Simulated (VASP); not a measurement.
Band structure of TiSe2 (space group P-3m1). These are PBE GGA, VASP's PBE PAW potentials (set 64) (plane waves; VASP) values and carry that method's errors.

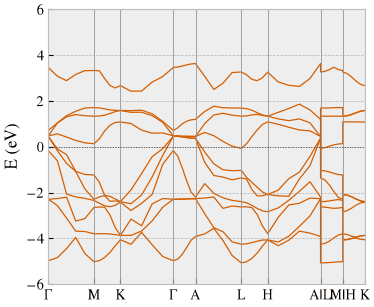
Fig. 1. Bands along high-symmetry lines, zero at the valence-band maximum or, without a gap, the Fermi level

Question: Read the plot: is there a gap, and where are the band edges?

Answer: It has no gap at this level: it comes out as a metal or semimetal.

The structure comes from a computed database's TiSe2 entry; how it stands against other phases isn't given here. The cell was not relaxed at this level.
